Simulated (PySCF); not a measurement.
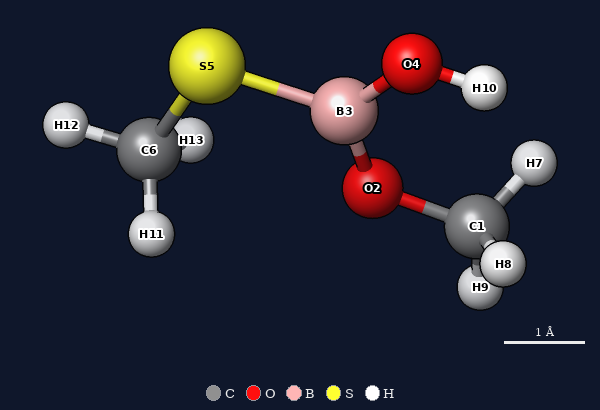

Figure 1. The structure (ball-and-stick view, seen at a tilt; atoms are numbered from 1 in the order of the input).

# What a change does: excited-state calculation on C$_{2}$H$_{7}$BO$_{2}$S

System: C$_{2}$H$_{7}$BO$_{2}$S, SMILES COB(O)SC.
Method of run A: TDDFT HF/def2-SVPD, vertical, gas phase, core orbitals frozen in the response (PySCF 2.14.0).

The geometry comes from this level: PBE0-D3(BJ)/def2-SVP. Text and figures count atoms from 1; the logs count them from 0 in places.

## The input, run A
```
{"job": {"kind": "uv", "xc": "HF", "basis": "def2-SVPD", "ip": true}, "charge": 0, "multiplicity": 1}
C     -1.798842     0.783646     0.055698
O     -0.461936     0.372772     0.006695
B     -0.114313    -0.930132    -0.204189
O     -1.001993    -1.946952    -0.381468
S      1.648018    -1.363345    -0.257472
C      2.413059     0.255389     0.041209
H     -2.332427     0.578985    -0.891110
H     -2.351319     0.302124     0.883318
H     -1.824660     1.869652     0.222706
H     -1.923159    -1.672698    -0.375814
H      2.171662     0.628259     1.045334
H      3.499093     0.116352    -0.040960
H      2.083728     0.991088    -0.703858
```

The first line tells a small driver script what to run in PySCF; the rest is the geometry in Å.

Command:
```bash
OMP_NUM_THREADS=1 python <driver script> task.json out
```

Hardware: 1 CPU thread, shared host.

## Output (run A)
```
final grid: 105392 points
cycle   1  E = -651.4579654641  dE =  9.432e-01  |g| = 6.825e-01  |ddm| = 4.482e+00
cycle   2  E = -651.5539446384  dE = -9.598e-02  |g| = 3.440e-01  |ddm| = 1.293e+00
cycle   3  E = -651.5769704567  dE = -2.303e-02  |g| = 6.489e-02  |ddm| = 4.915e-01
cycle   4  E = -651.5783694049  dE = -1.399e-03  |g| = 1.541e-02  |ddm| = 1.296e-01
cycle   5  E = -651.5784588679  dE = -8.946e-05  |g| = 3.988e-03  |ddm| = 3.414e-02
cycle   6  E = -651.5784688989  dE = -1.003e-05  |g| = 1.165e-03  |ddm| = 1.409e-02
cycle   7  E = -651.5784700161  dE = -1.117e-06  |g| = 3.845e-04  |ddm| = 4.387e-03
cycle   8  E = -651.5784701200  dE = -1.040e-07  |g| = 1.201e-04  |ddm| = 1.283e-03
cycle   9  E = -651.5784701296  dE = -9.596e-09  |g| = 3.421e-05  |ddm| = 3.703e-04
cycle  10  E = -651.5784701304  dE = -7.951e-10  |g| = 1.179e-05  |ddm| = 1.091e-04
converged SCF energy = -651.5784701304

Static polarisability (au): isotropic 63.445, principal 51.260 64.637 74.437

Singlet excitations
state   eV       nm        f      main configurations
  1   6.7559    183.5   0.00609   H->L+1 0.37, H->L+15 0.16, H->L+13 0.13
  2   7.1779    172.7   0.05617   H->L 0.56, H->L+2 0.13
  3   8.0697    153.6   0.00260   H->L+4 0.41, H->L+1 0.21, H->L+2 0.20
  4   8.0945    153.2   0.17299   H->L+7 0.46, H->L+11 0.42
  5   8.3086    149.2   0.04660   H->L+3 0.93
  6   8.7253    142.1   0.01640   H->L+1 0.19, H->L 0.15, H->L+4 0.12
  7   9.0788    136.6   0.11557   H-1->L+1 0.48, H-1->L 0.23, H-1->L+15 0.08
  8   9.1504    135.5   0.01600   H->L+2 0.31, H->L+4 0.17, H->L+15 0.15
  9   9.4345    131.4   0.13123   H-1->L+2 0.34, H-1->L 0.28, H-1->L+5 0.09
 10   9.4455    131.3   0.01487   H->L+6 0.60, H->L+10 0.08

Triplet excitations (Tamm-Dancoff, eV): 6.1159 6.8380 6.8669 7.6202
Vertical ionisation energy (delta-SCF) = 8.0134 eV
```

The input of run B differs as follows (lines with − go, lines with + come):
```diff
-"xc": "HF"
+"xc": "wB97X-D"
```

Predict how the results change.

The total energies belong to different methods, so their difference says nothing on which is more stable or more accurate. The HOMO goes from −9.50 to −8.58 eV. The LUMO goes from 1.72 to 1.49 eV. The dipole moment goes from 3.86 to 3.70 D. The lowest excitation goes from 6.76 to 6.23 eV. The strongest computed line goes from 8.09 to 7.03 eV. The method changes from HF to wB97X-D. The SCF takes 13 iterations against 10.

## Output (run B)
```
coarse grid: 11400 points
cycle   1  E = -653.4506336962  dE =  7.467e-01  |g| = 7.925e-01  |ddm| = 4.674e+00
cycle   2  E = -653.4471716613  dE =  3.462e-03  |g| = 8.663e-01  |ddm| = 1.644e+00
cycle   3  E = -653.5779625922  dE = -1.308e-01  |g| = 5.090e-02  |ddm| = 8.000e-01
cycle   4  E = -653.5786060971  dE = -6.435e-04  |g| = 1.956e-02  |ddm| = 1.159e-01
cycle   5  E = -653.5787196507  dE = -1.136e-04  |g| = 5.074e-03  |ddm| = 4.482e-02
cycle   6  E = -653.5787275490  dE = -7.898e-06  |g| = 1.155e-03  |ddm| = 1.173e-02
final grid: 105392 points
cycle   7  E = -653.6606954872  dE = -9.211e-05  |g| = 4.982e-03  |ddm| = 1.050e-01
cycle   8  E = -653.6606981219  dE = -2.635e-06  |g| = 4.422e-03  |ddm| = 1.801e-02
cycle   9  E = -653.6607018938  dE = -3.772e-06  |g| = 7.250e-04  |ddm| = 5.272e-03
cycle  10  E = -653.6607020028  dE = -1.090e-07  |g| = 3.373e-04  |ddm| = 1.426e-03
cycle  11  E = -653.6607020320  dE = -2.918e-08  |g| = 9.011e-05  |ddm| = 7.021e-04
cycle  12  E = -653.6607020343  dE = -2.256e-09  |g| = 2.757e-05  |ddm| = 1.735e-04
cycle  13  E = -653.6607020345  dE = -2.415e-10  |g| = 8.873e-06  |ddm| = 7.051e-05
converged SCF energy = -653.6607020345

Static polarisability (au): isotropic 68.025, principal 53.803 68.969 81.303

Singlet excitations
state   eV       nm        f      main configurations
  1   6.2324    198.9   0.00613   H->L+1 0.71, H->L 0.09
  2   6.4246    193.0   0.02519   H->L 0.70, H->L+2 0.15
  3   7.0334    176.3   0.18168   H->L+3 0.71, H->L+5 0.21
  4   7.3799    168.0   0.01653   H->L+2 0.45, H->L+4 0.23, H->L+1 0.11
  5   7.7871    159.2   0.03516   H->L+5 0.75, H->L+3 0.20
  6   7.8729    157.5   0.00966   H->L+4 0.31, H->L+6 0.28, H->L+9 0.15
  7   8.1404    152.3   0.01392   H-2->L 0.79
  8   8.2801    149.7   0.06858   H-1->L+1 0.48, H-1->L 0.44
  9   8.3004    149.4   0.01788   H->L+9 0.27, H->L+2 0.20, H->L+4 0.16
 10   8.4738    146.3   0.05090   H-1->L 0.31, H-1->L+1 0.29, H-1->L+2 0.20

Triplet excitations (Tamm-Dancoff, eV): 5.8436 6.1624 6.3323 7.2848
Vertical ionisation energy (delta-SCF) = 8.9944 eV
```

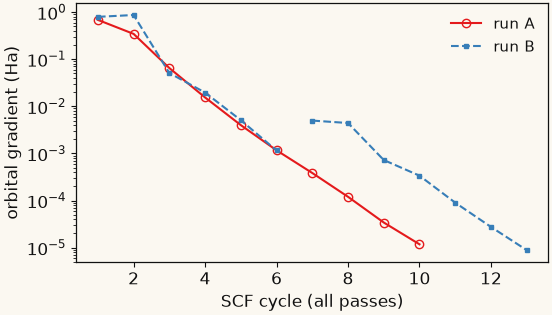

Figure 2. Convergence of the two runs: orbital gradient against the SCF cycle. A break in a curve parts two SCF passes (coarse and final grid). Run A takes 10 cycles in all, and run B takes 13.

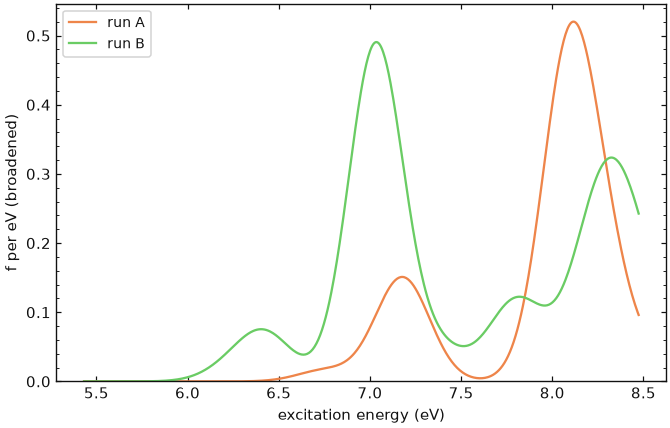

Figure 3. Absorption of the two runs from their computed states, each broadened by a Gaussian of 0.35 eV full width; the range ends where the shorter list of states ends.

## The two runs side by side

| quantity | run A | run B |
| --- | --- | --- |
| outcome | converged | converged |
| total energy (hartree) | −651.578470 | −653.660702 |
| HOMO (eV) | −9.50 | −8.58 |
| LUMO (eV) | 1.72 | 1.49 |
| dipole moment (D) | 3.86 | 3.70 |
| lowest excitation (eV) | 6.76 | 6.23 |
| SCF iterations | 10 | 13 |
| strongest computed line (eV) | 8.09 | 7.03 |
| basis functions | 189 | 189 |
| wall time (shared host) | 21 s | 76 s |
